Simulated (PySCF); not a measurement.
**Property calculation of Al₂H₄F₂**

System: Al₂H₄F₂.
Method: HF/STO-3G, RHF (PySCF 2.14.0).

The geometry comes from this level: GFN2-xTB.

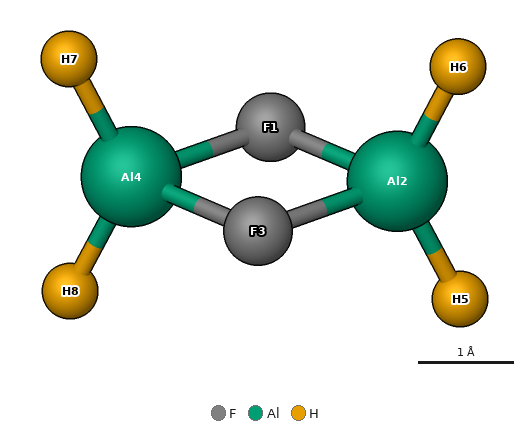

Fig. 1: The input geometry (ball-and-stick view, seen at a tilt; atoms are numbered from 1 in the order of the input). Sticks mark near contacts. Bond lengths as drawn: Al–F 1.82 to 1.83 Å and Al–H 1.53 Å.

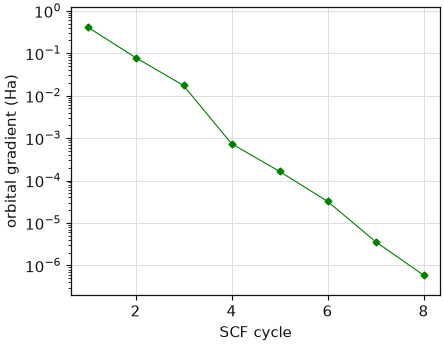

Fig. 2: Convergence of the self-consistent field: orbital gradient against the SCF cycle. The residual falls at every step.

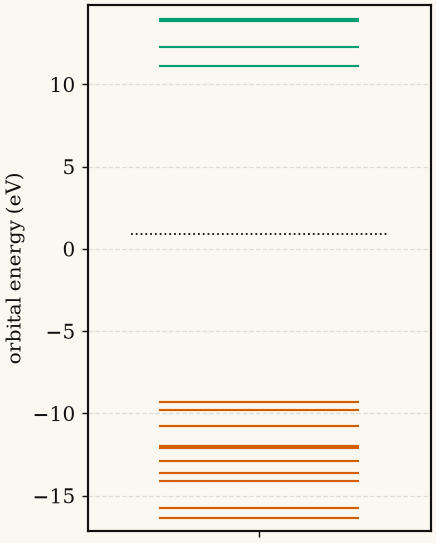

Fig. 3: Orbital energies near the frontier; the dotted line parts filled from empty levels, and levels within 0.02 eV of each other stand side by side. Highest filled −9.27 eV, lowest empty 11.14 eV, 20.41 eV apart.

The input and output of the run follow.

Input (run.py)
```python
import numpy
from pyscf import gto, scf, lo

molecule = gto.Mole()
molecule.atom = '''
F     -1.342802     0.107374     1.759089
Al     0.211366     2.641554     0.021165
F      1.334468    -0.106259    -1.762453
Al    -0.212745    -2.639607    -0.019219
H     -1.748942     4.045960    -1.570627
H      2.391921     3.685419     1.600088
H      1.753760    -4.038194     1.568907
H     -2.387045    -3.696229    -1.596970
'''
molecule.spin = 0
molecule.basis = 'sto-3g'
molecule.max_memory = 1860
molecule.verbose = 4
molecule.unit = 'bohr'
molecule.build()

mf = scf.RHF(molecule)
mf.conv_tol = 1e-10
mf.kernel()
if not mf.converged:
    mf = mf.newton().run(mf.mo_coeff, mf.mo_occ)

e_tot = mf.e_tot
print('E(%s) = %.9f' % ('HF', e_tot))
mf.analyze()
quad = mf.quad_moment()
occ = mf.mo_coeff[:, mf.mo_occ > 0]
iaos = lo.vec_lowdin(lo.iao.iao(molecule, occ), mf.get_ovlp())
c = iaos.T @ mf.get_ovlp() @ occ
pop_iao, q_iao = scf.hf.mulliken_pop(lo.iao.reference_mol(molecule), (c * mf.mo_occ[mf.mo_occ > 0]) @ c.T, numpy.eye(c.shape[0]), verbose=0)
print('IAO charges', numpy.round(q_iao, 4))
```

Run as:
```bash
OMP_NUM_THREADS=1 python run.py
```

Log
```
PySCF version 2.14.0

[INPUT] num. atoms = 8
[INPUT] num. electrons = 48
[INPUT] charge = 0
[INPUT] spin (= nelec alpha-beta = 2S) = 0
[INPUT] symmetry False subgroup None
[INPUT] Mole.unit = bohr
[INPUT] Symbol           X                Y                Z      unit          X                Y                Z       unit  Magmom
[INPUT]  1 F     -0.710580217178   0.056819873845   0.930869810780 AA   -1.342802000000   0.107374000000   1.759089000000 Bohr   0.0
[INPUT]  2 Al     0.111850070363   1.397850178215   0.011200035669 AA    0.211366000000   2.641554000000   0.021165000000 Bohr   0.0
[INPUT]  3 F      0.706170054302  -0.056229841255  -0.932649962918 AA    1.334468000000  -0.106259000000  -1.762453000000 Bohr   0.0
[INPUT]  4 Al    -0.112579805737  -1.396819870185  -0.010170256817 AA   -0.212745000000  -2.639607000000  -0.019219000000 Bohr   0.0
[INPUT]  5 H     -0.925500249621   2.141029828294  -0.831140015256 AA   -1.748942000000   4.045960000000  -1.570627000000 Bohr   0.0
[INPUT]  6 H      1.265750083521   1.950239747492   0.846730105067 AA    2.391921000000   3.685419000000   1.600088000000 Bohr   0.0
[INPUT]  7 H      0.928049825423  -2.136920238074   0.830229830453 AA    1.753760000000  -4.038194000000   1.568907000000 Bohr   0.0
[INPUT]  8 H     -1.263169815441  -1.955960153142  -0.845080130523 AA   -2.387045000000  -3.696229000000  -1.596970000000 Bohr   0.0

nuclear repulsion = 225.896720049221
number of shells = 20
number of NR pGTOs = 96
number of NR cGTOs = 32
basis = sto-3g
ecp = {}

******** <class 'pyscf.scf.hf.RHF'> ********
method = RHF
initial guess = minao
damping factor = 0
level_shift factor = 0
DIIS = <class 'pyscf.scf.diis.CDIIS'>
diis_start_cycle = 1
diis_space = 8
diis_damp = 0
SCF conv_tol = 1e-10
SCF conv_tol_grad = None
SCF max_cycles = 50
direct_scf = True
direct_scf_tol = 1e-13
Set gradient conv threshold to 1e-05
Initial guess from minao.
init E= -676.025364386684
  HOMO = -0.398948322815294  LUMO = 0.144322016208856  gap/eV = 14.78314
cycle= 1 E= -676.55043205279  delta_E= -0.525  |g|= 0.416  |ddm|= 2.75
  HOMO = -0.315099332834992  LUMO = 0.411223029927295  gap/eV = 19.76424
cycle= 2 E= -676.634391410601  delta_E= -0.084  |g|= 0.0794  |ddm|= 0.782
  HOMO = -0.339428704896013  LUMO = 0.4099409039673  gap/eV = 20.39139
cycle= 3 E= -676.636993505944  delta_E= -0.0026  |g|= 0.0174  |ddm|= 0.121
  HOMO = -0.340767558567912  LUMO = 0.409403115611333  gap/eV = 20.41318
cycle= 4 E= -676.637184007205  delta_E= -0.000191  |g|= 0.000738  |ddm|= 0.0431
  HOMO = -0.340711477938865  LUMO = 0.409611839335765  gap/eV = 20.41734
cycle= 5 E= -676.637184325001  delta_E= -3.18e-07  |g|= 0.000164  |ddm|= 0.00157
  HOMO = -0.340729750135655  LUMO = 0.409560707512454  gap/eV = 20.41644
cycle= 6 E= -676.63718434236  delta_E= -1.74e-08  |g|= 3.23e-05  |ddm|= 0.000378
  HOMO = -0.340729576718557  LUMO = 0.409563780915636  gap/eV = 20.41652
cycle= 7 E= -676.637184343166  delta_E= -8.05e-10  |g|= 3.63e-06  |ddm|= 8.92e-05
  HOMO = -0.340729261080569  LUMO = 0.409563093307529  gap/eV = 20.41649
cycle= 8 E= -676.637184343176  delta_E= -1.03e-11  |g|= 5.89e-07  |ddm|= 9.61e-06
  HOMO = -0.340729334341936  LUMO = 0.409563008976422  gap/eV = 20.41649
Extra cycle  E= -676.637184343176  delta_E= 4.55e-13  |g|= 1.97e-07  |ddm|= 1.06e-06
converged SCF energy = -676.637184343176
E(HF) = -676.637184343
**** SCF Summaries ****
Total Energy =                        -676.637184343175591
Nuclear Repulsion Energy =             225.896720049220789
One-electron Energy =                -1400.561429848920397
Two-electron Energy =                  498.027525456524017
Two-electron Coulomb Energy =          556.736293480281006
DFT Exchange-Correlation Energy =      -58.708768023756988
HOMO-LUMO gap [eV] =                    20.416494581886194
**** MO energy ****
MO #1   energy= -57.8177736908687  occ= 2
MO #2   energy= -57.8175008441761  occ= 2
MO #3   energy= -25.8675540873296  occ= 2
MO #4   energy= -25.8671156235168  occ= 2
MO #5   energy= -4.74252949508384  occ= 2
MO #6   energy= -4.74183055031643  occ= 2
MO #7   energy= -2.9724630973677   occ= 2
MO #8   energy= -2.97090425144972  occ= 2
MO #9   energy= -2.97079019283384  occ= 2
MO #10  energy= -2.97064322239257  occ= 2
MO #11  energy= -2.97052109184201  occ= 2
MO #12  energy= -2.96951956172252  occ= 2
MO #13  energy= -1.47766444918401  occ= 2
MO #14  energy= -1.44496577725714  occ= 2
MO #15  energy= -0.601171746517611 occ= 2
MO #16  energy= -0.577577840317309 occ= 2
MO #17  energy= -0.517174327656605 occ= 2
MO #18  energy= -0.500839956841863 occ= 2
MO #19  energy= -0.474133079575512 occ= 2
MO #20  energy= -0.444405495227631 occ= 2
MO #21  energy= -0.440795965698115 occ= 2
MO #22  energy= -0.394581319670738 occ= 2
MO #23  energy= -0.360004910742639 occ= 2
MO #24  energy= -0.340729334341936 occ= 2
MO #25  energy= 0.409563008976422  occ= 0
MO #26  energy= 0.450615593452518  occ= 0
MO #27  energy= 0.509594568808952  occ= 0
MO #28  energy= 0.514850770479174  occ= 0
MO #29  energy= 0.574247911289922  occ= 0
MO #30  energy= 0.648801661218459  occ= 0
MO #31  energy= 0.734252724505523  occ= 0
MO #32  energy= 0.778805304740708  occ= 0
 ** Mulliken pop on meta-lowdin orthogonal AOs  **
 ** Mulliken pop  **
pop of  0 F 1s            1.99996
pop of  0 F 2s            1.86544
pop of  0 F 2px           1.90568
pop of  0 F 2py           1.62938
pop of  0 F 2pz           1.86315
pop of  1 Al 1s           2.00000
pop of  1 Al 2s           1.99996
pop of  1 Al 3s           0.90899
pop of  1 Al 2px          1.99860
pop of  1 Al 2py          1.99861
pop of  1 Al 2pz          1.99876
pop of  1 Al 3px          0.52664
pop of  1 Al 3py          0.42883
pop of  1 Al 3pz          0.40609
pop of  2 F 1s            1.99996
pop of  2 F 2s            1.86545
pop of  2 F 2px           1.90633
pop of  2 F 2py           1.62954
pop of  2 F 2pz           1.86243
pop of  3 Al 1s           2.00000
pop of  3 Al 2s           1.99996
pop of  3 Al 3s           0.90872
pop of  3 Al 2px          1.99860
pop of  3 Al 2py          1.99861
pop of  3 Al 2pz          1.99877
pop of  3 Al 3px          0.52698
pop of  3 Al 3py          0.42918
pop of  3 Al 3pz          0.40594
pop of  4 H 1s            1.23493
pop of  5 H 1s            1.23463
pop of  6 H 1s            1.23511
pop of  7 H 1s            1.23477
 ** Mulliken atomic charges  **
charge of    0F =     -0.26361
charge of    1Al =      0.73351
charge of    2F =     -0.26371
charge of    3Al =      0.73325
charge of    4H =     -0.23493
charge of    5H =     -0.23463
charge of    6H =     -0.23511
charge of    7H =     -0.23477
Dipole moment(X, Y, Z, Debye): -0.00560,  0.01142,  0.00832
Traceless quadrupole moment (Debye*A):

IAO charges [-0.4791  1.1386 -0.4792  1.1388 -0.3297 -0.3296 -0.3299 -0.3299]
```

Results in brief

- outcome: converged
- total energy: −676.637184 hartree
- basis functions: 32
- HOMO: −9.27 eV
- LUMO: 11.14 eV
- dipole moment: 0.02 D
- hardware: 1 thread of Arm Neoverse N1, 24 GiB of memory available, shared host
- wall time: 1.2 s
- peak memory: 0.12 GiB
